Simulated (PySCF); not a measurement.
C4H9B2NSi (SMILES BB[SiH2]n1cccc1)

```tsv
atom	x (Å)	y (Å)	z (Å)
B	2.5555	1.0793	0.2420
B	2.4623	-0.4768	-0.1259
Si	0.7674	-1.4676	-0.1423
N	-0.6112	-0.4345	0.2360
C	-0.5916	0.8871	0.5888
C	-1.8616	1.3226	0.8151
C	-2.7165	0.2166	0.5929
C	-1.9203	-0.8308	0.2430
H	2.4887	1.9330	-0.5644
H	2.7455	1.4674	1.3362
H	3.3891	-1.1407	-0.4092
H	0.6669	-2.5684	0.8416
H	0.3980	-2.0692	-1.4417
H	0.3428	1.4150	0.6461
H	-2.1609	2.3114	1.1041
H	-3.7854	0.2092	0.6828
H	-2.1758	-1.8415	-0.0055
```

Geometry: GFN2-xTB.

Method: PySCF, CAM-B3LYP/def2-SVPD, SCF density, gas phase.

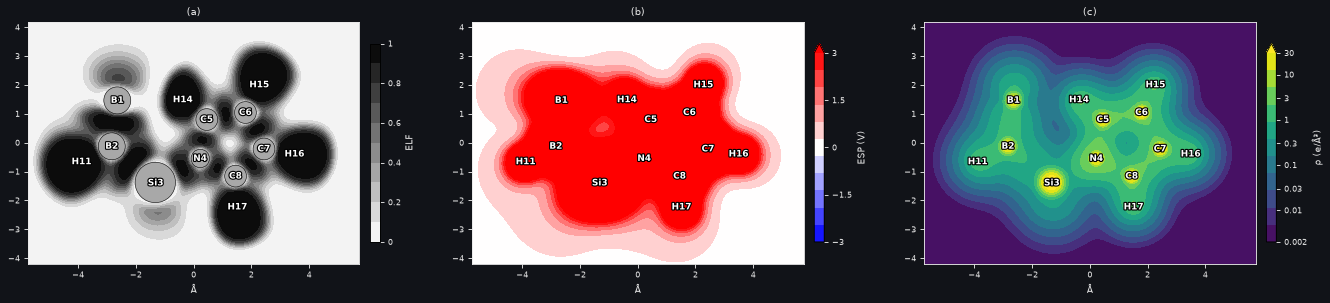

Figure 1. (a) electron localisation function; (b) molecular electrostatic potential; (c) electron density on the plane of atoms N4, C8 and H17. Grey discs cover the atomic cores in the ELF map.

What do the fields say about this system?

The plane passes through B, Si, N, C and H nuclei.
C–C (1.36 Å): ρ is about 2.2 e/Å³ halfway; the ELF peaks at about 0.95 between the atoms; a covalent bond.
C–N (1.37 Å): the density is about 2.3 e/Å³ at the midpoint; the ELF peaks at about 0.90 between the atoms, as expected for localised, covalent bonding.
B–B (1.60 Å): ρ at the midpoint is about 1.2 e/Å³; the ELF peaks at about 1 between the atoms; localised, covalent bonding.
Si–N (1.76 Å): the density is about 1 e/Å³ at the midpoint; the ELF peaks at about 0.95 between the atoms (a shared but strongly polarised pair).
Si–B (1.96 Å): ρ is about 0.85 e/Å³ halfway; the ELF peaks at about 1 between the atoms (localised, covalent bonding).
The potential has no marked negative region in this plane.

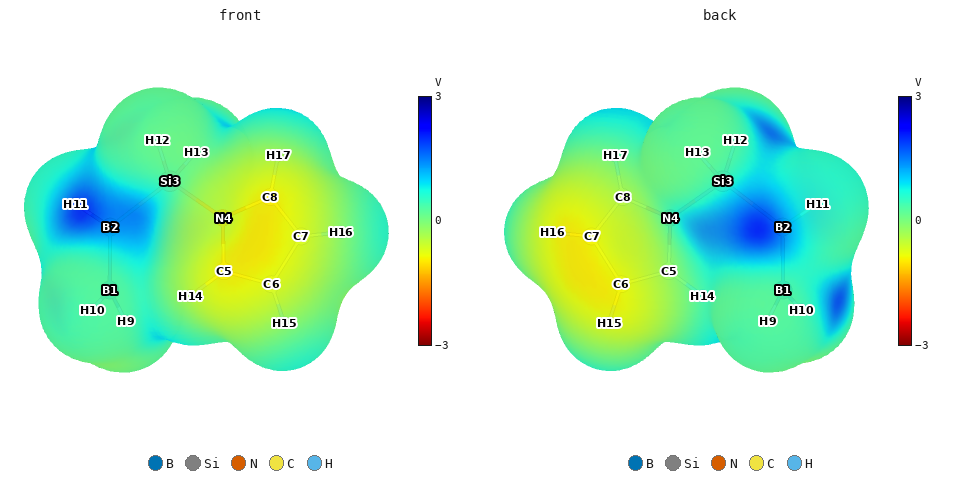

Figure 2. The molecular electrostatic potential painted on the density surface at 0.002 e/bohr³, seen from the front and from behind; the colour scale runs from red (negative) to blue (positive).

Describe the electrostatic potential map.

The most negative region (about −1.0 V) lies over the π face of C6 and C7, the most positive (about +2.0 V) over B2.
